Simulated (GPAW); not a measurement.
# STM contrast on TiSi2P4 monolayer

Aim: Tersoff-Hamann images of TiSi2P4 monolayer at several biases.

Program: GPAW 26.7.0. Level of theory: GPAW, PAW setups; layer in a repeated cell with vacuum, relaxation of atoms and in-plane cell, in the first sound run; inputs show where later runs differ. Results are calculated unless marked as measured.

### 1. The starting structure

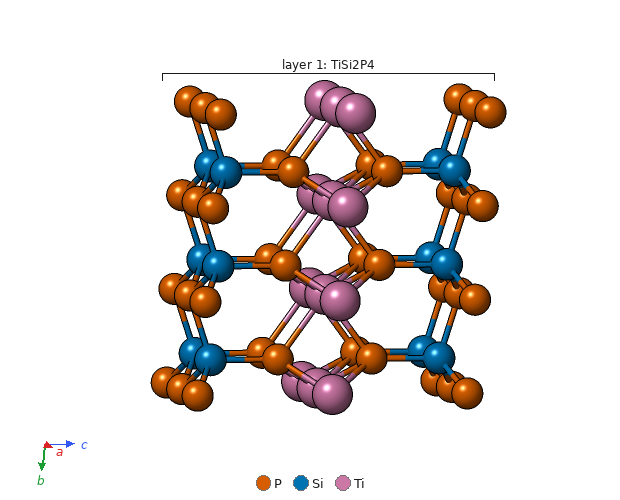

The cell as given, from the side, with the c axis across the page (phosphorus orange, silicon blue, titanium pink). 2×3×1 cells are drawn. Bonds to atoms that aren't drawn are left out. Some periodic images of atoms are drawn too.

The cell holds 7 atoms: 4 P, 2 Si and 1 Ti. Its edges and angles: a = 3.480 Å, b = 3.480 Å, c = 22.451 Å, α = 90.0°, β = 90.0°, γ = 120.0°. Vacuum lies along c.

### 2. Relaxing the atoms

Forces are removed first; all later runs use this geometry.

The input, run.py:

```python
import json
import numpy as np
from ase import Atoms
from ase.filters import FrechetCellFilter
from ase.optimize import BFGS
from gpaw import GPAW, PW

slab = Atoms(
    ['P', 'Si', 'P', 'Ti', 'P', 'Si', 'P'],
    positions=[
        [0.00000, 0.00000, 7.00000],
        [-0.00000, 2.00918, 7.64444],
        [-0.00000, 2.00918, 9.75444],
        [0.00000, 0.00000, 11.22525],
        [-0.00000, 2.00918, 12.69607],
        [-0.00000, 2.00918, 14.80607],
        [0.00000, 0.00000, 15.45051]],
    cell=[[3.48, 0.0, 0.0], [-1.74, 3.01377, 0.0], [0.0, 0.0, 22.4505]],
    pbc=[True, True, True])

slab.calc = GPAW(mode=PW(600), xc='PBE', kpts={'size': (9, 9, 1), 'gamma': True},
                 occupations={'name': 'fermi-dirac', 'width': 0.05}, nbands='200%',
                 convergence={'density': 1e-05}, maxiter=200,
                 symmetry={'tolerance': 1e-3}, txt='slab.txt')
result = {}
# The in-plane cell is free; stress needs a cell that repeats along all three vectors
path = []
opt = BFGS(FrechetCellFilter(slab, mask=[1, 1, 0, 0, 0, 1]), maxstep=0.2)
opt.attach(lambda: path.append((slab.get_potential_energy(), slab.positions.tolist(), slab.get_forces().tolist())))
result['relaxed'] = bool(opt.run(fmax=0.02, steps=45))
result['path'] = path
result['cell'] = slab.cell.tolist()
print('in-plane lattice', slab.cell.cellpar().round(4)[[0, 1, 5]])
energy = slab.get_potential_energy()
fermi = slab.calc.get_fermi_level()
v = slab.calc.get_electrostatic_potential().mean((0, 1)) - fermi
n = slab.calc.get_pseudo_density().mean((0, 1))
L = slab.cell[2, 2]
z = np.arange(len(v)) * L / len(v)
low, high = slab.positions[:, 2].min(), slab.positions[:, 2].max()
below, above = np.interp([low - 4.8, high + 4.8], z, v)
slopes = [np.interp(x, z, np.gradient(v, z)) for x in (low - 4.8, high + 4.8)]
eps = np.array([[slab.calc.get_eigenvalues(k, s) for k in range(len(slab.calc.get_ibz_k_points()))]
                for s in range(slab.calc.get_number_of_spins())]) - fermi
top, bottom = eps[eps < 0].max(), eps[eps > 0].min()
dipole = slab.get_dipole_moment()[2]
print(f'energy {energy:.4f} eV, Fermi level {fermi:.4f} eV, dipole {dipole:.5f} e A')
print(f'potential 4.8 A off the faces, from the Fermi level: lower {below:.4f} eV, upper {above:.4f} eV')
print(f'slope of the potential there: lower {slopes[0]:.5f}, upper {slopes[1]:.5f} eV/A')
print(f'nearest levels on the mesh: {top:.4f} and {bottom:.4f} eV')
print('magnetic moment', round(slab.get_magnetic_moment(), 3))
result.update(energy=energy, fermi=fermi, dipole=dipole, below=below, above=above, slopes=slopes, edges=[top, bottom],
              z=z.tolist(), v=v.tolist(), n=n.tolist(), positions=slab.positions.tolist(),
              forces=slab.get_forces(apply_constraint=False).tolist(), moments=slab.get_magnetic_moments().tolist())
json.dump(result, open('result.json', 'w'))
```

Run with:

```bash
$ OMP_NUM_THREADS=1 OPENBLAS_NUM_THREADS=1 python run.py
```

Output:

```text
Step          Energy          fmax
BFGS:    0      -39.307010        3.740574
BFGS:    1      -39.949179        3.176316
BFGS:    2      -41.048167        0.785607
BFGS:    3      -41.081821        0.752061
BFGS:    4      -41.233006        0.668751
BFGS:    5      -41.270667        0.511227
BFGS:    6      -41.283423        0.280668
BFGS:    7      -41.288985        0.196021
BFGS:    8      -41.292245        0.192714
BFGS:    9      -41.295375        0.174946
BFGS:   10      -41.300559        0.230672
BFGS:   11      -41.306314        0.229030
BFGS:   12      -41.309579        0.118837
BFGS:   13      -41.310335        0.026549
BFGS:   14      -41.310453        0.001406
in-plane lattice [  3.5565   3.5565 120.    ]
energy -41.3076 eV, Fermi level 0.5838 eV, dipole 0.00015 e A
potential 4.8 A off the faces, from the Fermi level: lower 5.5565 eV, upper 5.5561 eV
slope of the potential there: lower 0.00006, upper 0.00017 eV/A
nearest levels on the mesh: -0.0261 and 0.0908 eV
magnetic moment 0.0
```

The job ended after 14 min (1 thread of Intel Xeon Platinum 8488C (Sapphire Rapids), shared host; peak memory 0.48 GiB).

This step gave:

```yaml
dipole_along_the_normal: 1.52e-4 e·Å
levels_nearest_the_fermi_level_on_the_mesh: -0.02607, 0.09082 eV from the Fermi level
```

The electrostatic potential energy of an electron (without an applied field's), less the Fermi level, planar mean oscillates, so the rows of the table below give means over windows of 1.67 Å about each position, cut where the curve ends. Its maxima inside the range that stand out by 2 % of the span (Å: eV): 7.1: -10.7, 8.8: 2.07, 10.4: -4.77, 12.0: -4.77, 13.7: 2.07, 15.3: -10.7. Its minima: 6.6: -13.9, 7.5: -12.1, 9.8: -11.7, 11.2: -13.1, 12.6: -11.7, 15.0: -12.1, 15.9: -13.9.

The electrostatic potential energy of an electron (without an applied field's), less the Fermi level, planar mean by z; means over each step:

| z (Å) | electrostatic potential energy of an electron (without an applied field's), less the Fermi level, planar mean (eV) |
| --- | --- |
| 0.83 | 5.56 |
| 2.50 | 5.56 |
| 4.17 | 5.45 |
| 5.84 | -2.43 |
| 7.51 | -8.97 |
| 9.18 | -3.35 |
| 10.86 | -8.69 |
| 12.52 | -6.76 |
| 14.20 | -3.17 |
| 15.86 | -9.25 |
| 17.54 | 4.64 |
| 19.20 | 5.55 |
| 20.88 | 5.56 |

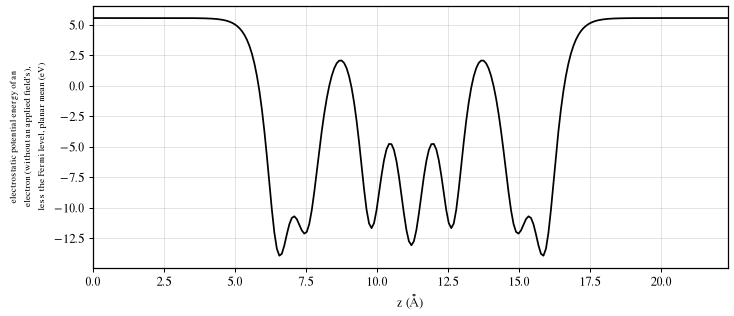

Electrostatic potential energy of an electron (without an applied field's), less the Fermi level, planar mean, plotted against z.

The pseudo valence density, planar mean by z:

| z (Å) | pseudo valence density, planar mean (e/Å³) |
| --- | --- |
| 3 | 7.1e-5 |
| 4 | 0.00131 |
| 5 | 0.0243 |
| 6 | 0.234 |
| 7 | 0.407 |
| 8 | 0.181 |
| 9 | 0.185 |
| 10 | 0.311 |
| 11 | 0.921 |
| 12 | 0.380 |
| 13 | 0.255 |
| 14 | 0.147 |
| 15 | 0.280 |
| 16 | 0.285 |
| 17 | 0.0812 |
| 18 | 0.00494 |
| 19 | 2.7e-4 |
| 20 | 1.4e-5 |

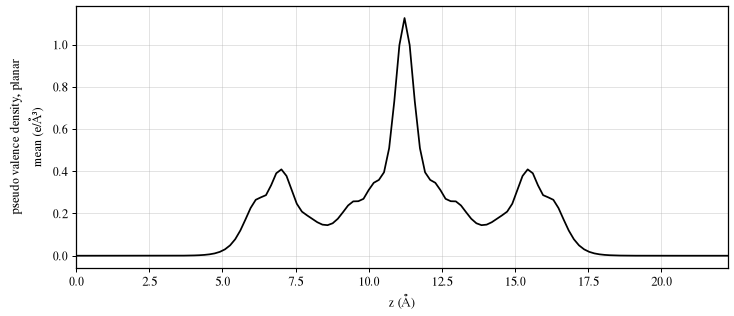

Pseudo valence density, planar mean against z.

The relaxation lowered the energy of the cell by 2.00 eV (energies extrapolated to zero smearing; the optimiser's log prints free energies). The largest force left on a free atom is 0.0013 eV/Å.

### 3. Plane waves, PBE

With the geometry fixed, the planar mean of the potential gives the vacuum level on each side.

This step: GPAW, PAW setups; slab in vacuum (GPAW 26.7.0).

The cell differs from the one that the last finished run ended in (c 22.451 → 23.372 Å).

The input, run.py:

```python
import json
import numpy as np
from ase import Atoms
from ase.dft.stm import STM
from gpaw import GPAW, PW

slab = Atoms(
    ['P', 'Si', 'P', 'Ti', 'P', 'Si', 'P'],
    positions=[
        [-0.00000, -0.00000, 7.00000],
        [-0.00000, 2.05335, 8.00422],
        [-0.00000, 2.05335, 10.26491],
        [-0.00000, 0.00000, 11.68577],
        [-0.00000, 2.05335, 13.10663],
        [-0.00000, 2.05335, 15.36733],
        [-0.00000, -0.00000, 16.37154]],
    cell=[[3.5565, 0.0, 0.0], [-1.77825, 3.08002, 0.0], [0.0, 0.0, 23.3715]],
    pbc=[True, True, False])

slab.calc = GPAW(mode=PW(400), xc='PBE', kpts={'size': (9, 9, 1), 'gamma': True},
                 occupations={'name': 'fermi-dirac', 'width': 0.05}, nbands='200%',
                 convergence={'density': 1e-05}, maxiter=200,
                 poissonsolver={'dipolelayer': 'xy'},
                 symmetry={'tolerance': 1e-3}, txt='slab.txt')
result = {}
energy = slab.get_potential_energy()
fermi = slab.calc.get_fermi_level()
v = slab.calc.get_electrostatic_potential().mean((0, 1)) - fermi
n = slab.calc.get_pseudo_density().mean((0, 1))
L = slab.cell[2, 2]
z = np.arange(len(v)) * L / len(v)
low, high = slab.positions[:, 2].min(), slab.positions[:, 2].max()
below, above = np.interp([low - 4.8, high + 4.8], z, v)
slopes = [np.interp(x, z, np.gradient(v, z)) for x in (low - 4.8, high + 4.8)]
eps = np.array([[slab.calc.get_eigenvalues(k, s) for k in range(len(slab.calc.get_ibz_k_points()))]
                for s in range(slab.calc.get_number_of_spins())]) - fermi
top, bottom = eps[eps < 0].max(), eps[eps > 0].min()
dipole = slab.get_dipole_moment()[2]
print(f'energy {energy:.4f} eV, Fermi level {fermi:.4f} eV, dipole {dipole:.5f} e A')
print(f'potential 4.8 A off the faces, from the Fermi level: lower {below:.4f} eV, upper {above:.4f} eV')
print(f'slope of the potential there: lower {slopes[0]:.5f}, upper {slopes[1]:.5f} eV/A')
print(f'nearest levels on the mesh: {top:.4f} and {bottom:.4f} eV')
print('magnetic moment', round(slab.get_magnetic_moment(), 3))
result.update(energy=energy, fermi=fermi, dipole=dipole, below=below, above=above, slopes=slopes, edges=[top, bottom],
              z=z.tolist(), v=v.tolist(), n=n.tolist(), positions=slab.positions.tolist(),
              forces=slab.get_forces(apply_constraint=False).tolist(), moments=slab.get_magnetic_moments().tolist())

# Images need the states of the whole zone, up to time reversal
slab.calc = slab.calc.fixed_density(symmetry={'point_group': False}, txt='states.txt', nbands='290%',
                                    convergence={'bands': 'CBM+1.8'})
stm = STM(slab)
result['stm'] = []
for bias in [-2.0, -1.0, 1.5]:
    height = high + 4.0
    current = stm.get_averaged_current(bias, height)
    x, y, h = stm.scan(bias, current)
    i, f = divmod(height / L * stm.ldos.shape[2], 1)
    I = abs((1 - f) * stm.ldos[:, :, int(i)] + f * stm.ldos[:, :, int(i) + 1])
    print(f'bias {bias} V: mean current at 4.0 A {current:.4e}, corrugation {np.ptp(h):.4f} A')
    result['stm'].append(dict(bias=bias, current=current, h=(h - high).tolist(), I=I.tolist()))
json.dump(result, open('result.json', 'w'))
```

Output:

```text
energy -41.2437 eV, Fermi level 0.3431 eV, dipole 0.00078 e A
potential 4.8 A off the faces, from the Fermi level: lower 5.5622 eV, upper 5.5494 eV
slope of the potential there: lower -0.00005, upper 0.00005 eV/A
nearest levels on the mesh: -0.0262 and 0.0910 eV
magnetic moment 0.0
bias -2.0 V: mean current at 4.0 A 6.8430e-06, corrugation 0.2605 A
bias -1.0 V: mean current at 4.0 A 4.4255e-06, corrugation 0.2085 A
bias 1.5 V: mean current at 4.0 A 1.3213e-06, corrugation 0.1337 A
```

The job ended after 2.3 min (1 thread; peak memory 0.52 GiB).

Numbers from this step:

| Property | Result |
| --- | --- |
| dipole along the normal | 7.79e-4 e·Å |
| levels nearest the Fermi level on the mesh | -0.02619, 0.09098 eV from the Fermi level |
| upper work function | 5.549 eV |
| lower work function | 5.562 eV |
| corrugation -2 | 0.2605 Å |
| corrugation -1 | 0.2085 Å |
| corrugation 1.5 | 0.1337 Å |

The electrostatic potential energy of an electron (without an applied field's), less the Fermi level, planar mean oscillates, so the rows of the table below give means over windows of 1.62 Å about each position, cut where the curve ends. Its maxima inside the range that stand out by 2 % of the span (Å: eV): 7.6: -10.7, 9.2: 2.09, 10.9: -4.73, 12.4: -4.73, 14.2: 2.09, 15.8: -10.7. Its minima: 7.0: -13.9, 7.9: -12.1, 10.3: -11.7, 11.7: -13.1, 13.1: -11.7, 15.5: -12.1, 16.3: -13.9.

The electrostatic potential energy of an electron (without an applied field's), less the Fermi level, planar mean by z; means over each step:

| z (Å) | electrostatic potential energy of an electron (without an applied field's), less the Fermi level, planar mean (eV) |
| --- | --- |
| 0.81 | 5.56 |
| 2.43 | 5.56 |
| 4.05 | 5.54 |
| 5.67 | 3.58 |
| 7.29 | -11.0 |
| 8.91 | -1.78 |
| 10.53 | -7.46 |
| 12.15 | -8.81 |
| 13.77 | -3.02 |
| 15.39 | -8.99 |
| 17.01 | -3.02 |
| 18.63 | 5.41 |
| 20.25 | 5.55 |
| 21.87 | 5.55 |

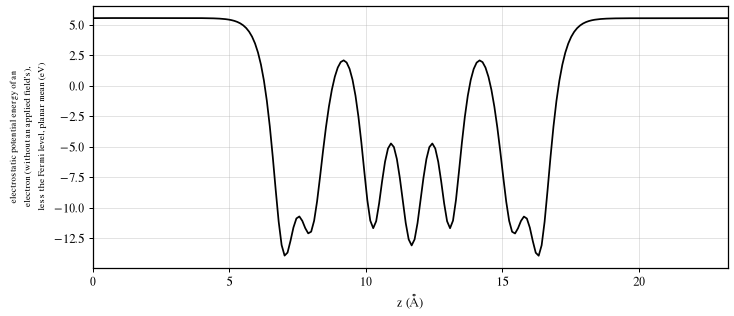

Electrostatic potential energy of an electron (without an applied field's), less the Fermi level, planar mean against z.

The pseudo valence density, planar mean by z:

| z (Å) | pseudo valence density, planar mean (e/Å³) |
| --- | --- |
| 3 | 1.8e-5 |
| 4 | 3.5e-4 |
| 5 | 0.00635 |
| 6 | 0.103 |
| 7 | 0.303 |
| 8 | 0.248 |
| 9 | 0.146 |
| 10 | 0.258 |
| 11 | 0.409 |
| 12 | 0.793 |
| 13 | 0.290 |
| 14 | 0.172 |
| 15 | 0.190 |
| 16 | 0.402 |
| 17 | 0.209 |
| 18 | 0.0187 |
| 19 | 0.00103 |
| 20 | 5.6e-5 |

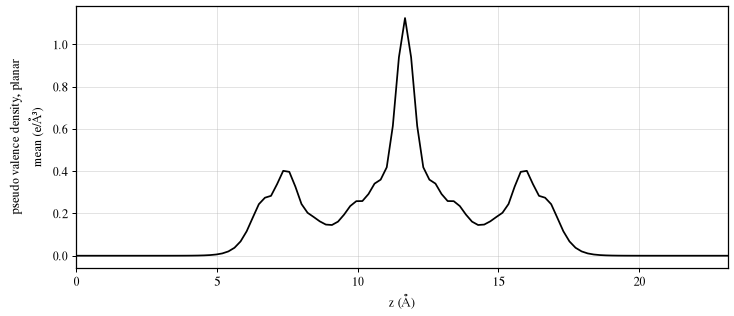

Pseudo valence density, planar mean, plotted against z.

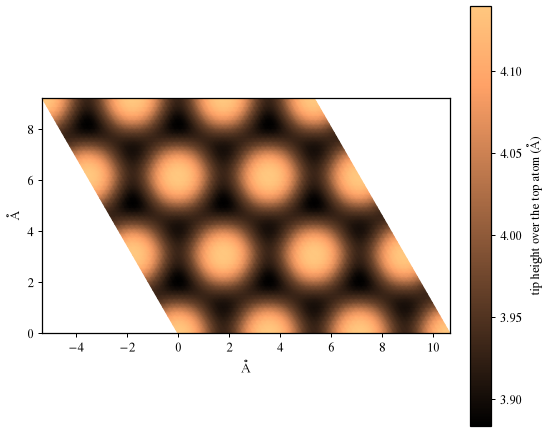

Tip height over the top atom over a1 and a2. Sample bias -2 V, constant current at the mean current 4.0 Å over the top atom. The cell is repeated, with its origin at the lower left corner.

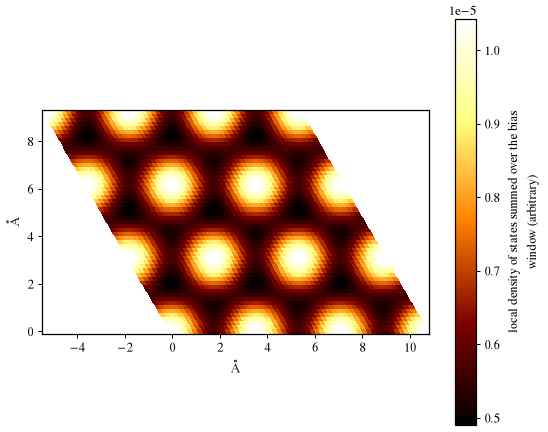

Local density of states summed over the bias window over a1 and a2. Sample bias -2 V, constant height 4.0 Å over the top atom. The cell is repeated, with its origin at the lower left corner.

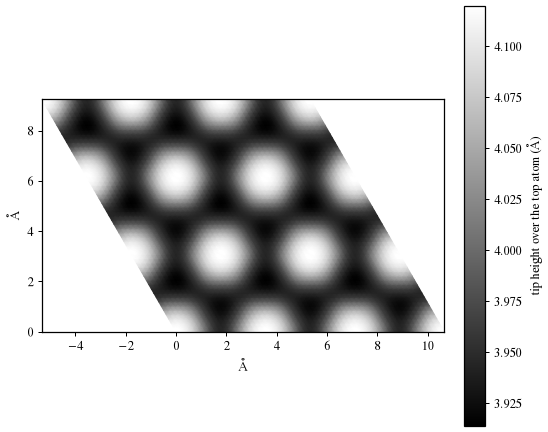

Tip height over the top atom over a1 and a2. Sample bias -1 V, constant current at the mean current 4.0 Å over the top atom. The cell is repeated, with its origin at the lower left corner.

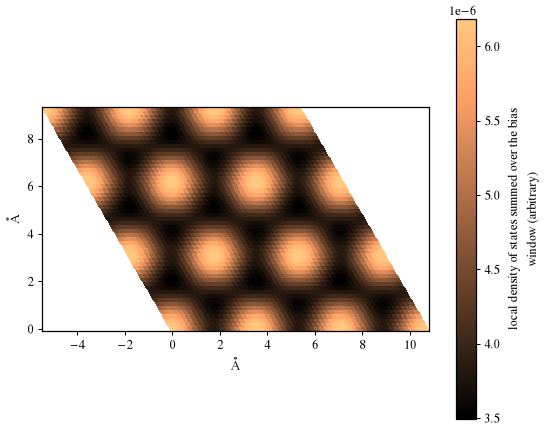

Local density of states summed over the bias window over a1 and a2. Sample bias -1 V, constant height 4.0 Å over the top atom. The cell is repeated, with its origin at the lower left corner.

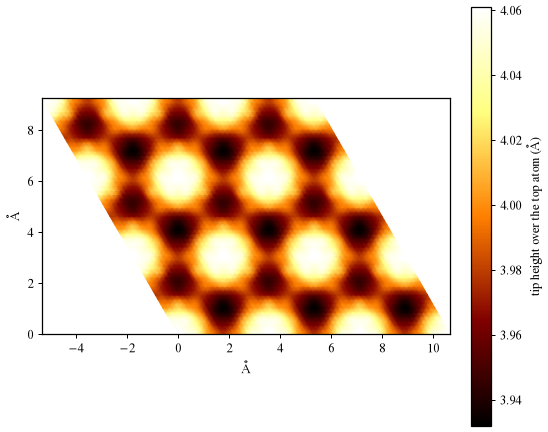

Tip height over the top atom over a1 and a2. Sample bias 1.5 V, constant current at the mean current 4.0 Å over the top atom. The cell is repeated, with its origin at the lower left corner.

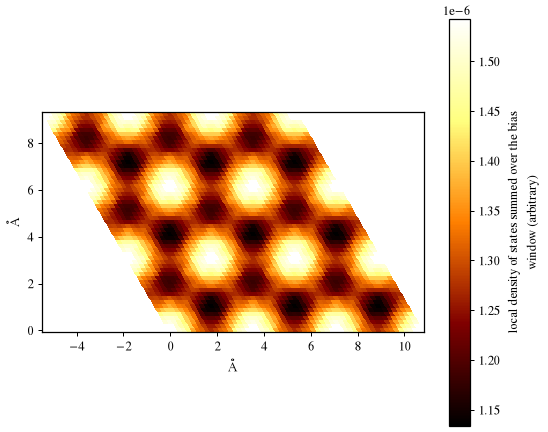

Local density of states summed over the bias window over a1 and a2. Sample bias 1.5 V, constant height 4.0 Å over the top atom. The cell is repeated, with its origin at the lower left corner.

The potential is flat to 4.8e-5 eV/Å where it is read, so the vacuum is wide enough.

### 4. A changed run

One more run, with changed settings.

Edit run.py of step 3 so:

```diff
@@ -3,3 +3,2 @@
 from ase import Atoms
-from ase.dft.stm import STM
 from gpaw import GPAW, PW
@@ -21,3 +20,3 @@
                  occupations={'name': 'fermi-dirac', 'width': 0.05}, nbands='200%',
-                 convergence={'density': 1e-05}, maxiter=200,
+                 convergence={'density': 1e-05}, maxiter=3,
                  poissonsolver={'dipolelayer': 'xy'},
@@ -46,16 +45,2 @@
               forces=slab.get_forces(apply_constraint=False).tolist(), moments=slab.get_magnetic_moments().tolist())
-
-# Images need the states of the whole zone, up to time reversal
-slab.calc = slab.calc.fixed_density(symmetry={'point_group': False}, txt='states.txt', nbands='290%',
-                                    convergence={'bands': 'CBM+1.8'})
-stm = STM(slab)
-result['stm'] = []
-for bias in [-2.0, -1.0, 1.5]:
-    height = high + 4.0
-    current = stm.get_averaged_current(bias, height)
-    x, y, h = stm.scan(bias, current)
-    i, f = divmod(height / L * stm.ldos.shape[2], 1)
-    I = abs((1 - f) * stm.ldos[:, :, int(i)] + f * stm.ldos[:, :, int(i) + 1])
-    print(f'bias {bias} V: mean current at 4.0 A {current:.4e}, corrugation {np.ptp(h):.4f} A')
-    result['stm'].append(dict(bias=bias, current=current, h=(h - high).tolist(), I=I.tolist()))
 json.dump(result, open('result.json', 'w'))
```

Output:

```text
gpaw.KohnShamConvergenceError
```

The job ended after 11 s (1 thread; peak memory 0.24 GiB).

No converged result was reached; the numbers in the log don't describe the system.

The fault put into the input: too few SCF iterations (maxiter = 3).

### 5. What came out

```
work function, upper and lower face : 5.549 and 5.562 eV
dipole along the normal             : 7.8e-4 e Å
corrugation at -2 V                 : 0.260 Å
corrugation at -1 V                 : 0.209 Å
corrugation at 1.5 V                : 0.134 Å
```

In words: The corrugation at constant current is largest at -2 V, where the tip height varies by 0.26 Å over the cell. Negative sample bias images filled states, positive bias empty ones. The images are of Tersoff-Hamann type: an s-wave tip, no tip-sample forces, heights closer than in a microscope. The small printed dipole stands for a step of -13 meV from the lower to the upper face, and the probes find -13 meV; values this small are near the numerical noise of both. The runs had no spin polarisation, so a magnetic state, which thin layers of d-metal atoms can have, wasn't tested. The layer's cell and atoms come from the relaxation; spin-orbit coupling and temperature are left out.

[Logs are printed without paths, hosts, clocks, repeated set-up lines and the standing remarks that a program may print on its own settings, such as how far it seeks lower states.]

[Hosts, paths, dates, database ids (printed as entryN), source tags and the programs' standing remarks are cut or masked in the printed files.]
